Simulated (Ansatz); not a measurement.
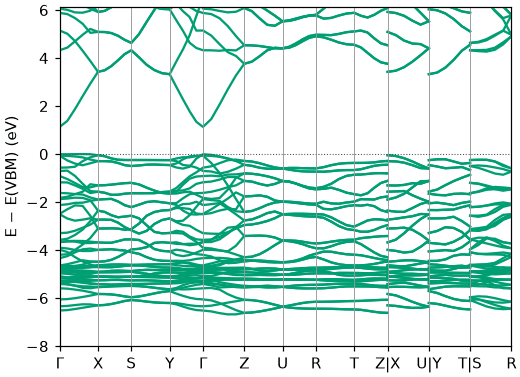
Band structure from plane-wave PAW PBE (Ansatz code)

**Question.** Read off the gap and where the band edges lie.

**Answer.** About 1.1 eV (1.13 eV by a search for the band edges); maximum on the Γ–X line, 65 % of the way from Γ, minimum at Γ.

**Question.** Pick the material that matches.
A) CaZrN2, Pna2_1 (Ca on 4a, Zr on 4a, N on 4a, N on 4a)
B) SrHfN2, Pna2_1 (Sr on 4a, Hf on 4a, N on 4a, N on 4a)
C) ZnGaNO, Pna2_1 (Zn on 4a, Ga on 4a, O on 4a, N on 4a)
D) LaN, Pnma (La on 4c, N on 4c)

**Answer.** C, ZnGaNO, Pna2_1 (Zn on 4a, Ga on 4a, O on 4a, N on 4a)

The start of the workflow was typed in or built on a structure type; neither database checked (COD, Materials Project) lists it. Whether it is the stable phase at ambient conditions was not checked. Symmetry was held in the PBE relaxation; its stability against distortions is not shown here. Scalar-relativistic: spin–orbit coupling is off unless named, which matters more the heavier the elements.

Potentials: the earlier of the program's two PAW sets.
